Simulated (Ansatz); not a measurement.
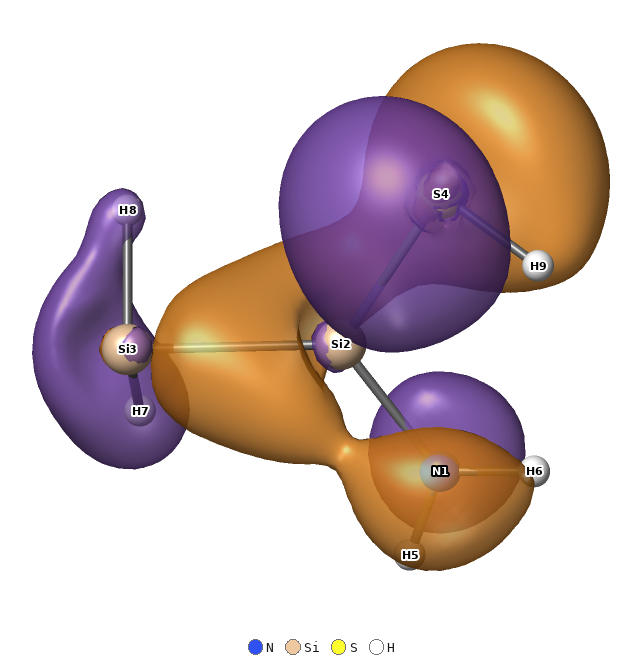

*H$_{5}$NSSi$_{2}$ (SMILES N[Si](=[SiH2])S). The HOMO−1 at ±0.08 Å⁻³ᐟ² (orange and purple are the two phases), seen at a tilt.*

Computed with RKS PBE0-D4/def2-SVP in Ansatz.

```xyz
9

N    -0.0202    1.4214   -0.5391
Si   -0.0927   -0.1392    0.1363
Si    1.5605   -1.6843    0.0936
S    -1.7137   -0.1660    1.5231
H     0.7146    1.6650   -1.1952
H    -0.7105    2.1553   -0.4337
H     1.6201   -1.6284   -1.4292
H     0.5379   -2.7978    0.2719
H    -1.8959    1.1740    1.5723
```

Where does this orbital lie, and at what energy?

It lies mainly on S4 (about 60 %), Si2 (about 15 %), N1 (about 10 %) and Si3 (about 5 %). Its energy is −7.96 eV.
